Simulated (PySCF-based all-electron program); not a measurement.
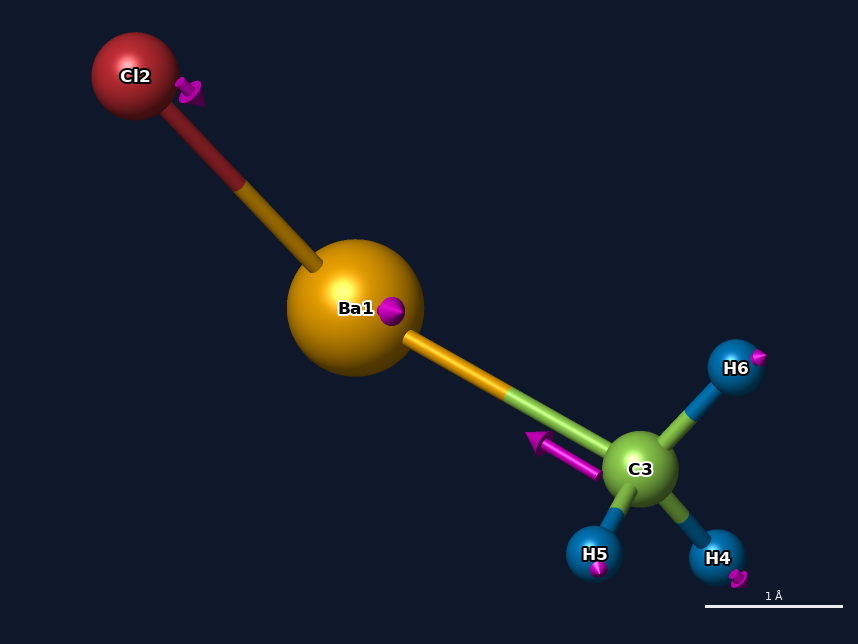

Arrows show the forces on the atoms, 1 Å of arrow for 1 eV/Å; forces under a tenth of the largest aren't drawn. Level of theory: PBE, all-electron, scalar-relativistic (Koelling-Harmon), large uncontracted Gaussian sets (PySCF-based all-electron program).

**On which atom is the force largest, and how large is it?**

On C3: 0.69 eV/Å.

**Along which bond is the force strongest?**

Ba1–C3, now 2.710 Å: the forces pull its atoms together, so a first step downhill shortens it.

List the force components in the frame of the picture (x right, y up, z towards the viewer), in eV/Å.

```tsv
atom	Fx	Fy	Fz
Ba1	0.15	−0.01	0.31
Cl2	0.19	−0.19	−0.14
C3	−0.54	0.32	−0.28
H4	0.10	−0.10	−0.08
H5	0.02	−0.06	0.10
H6	0.09	0.04	0.07
```
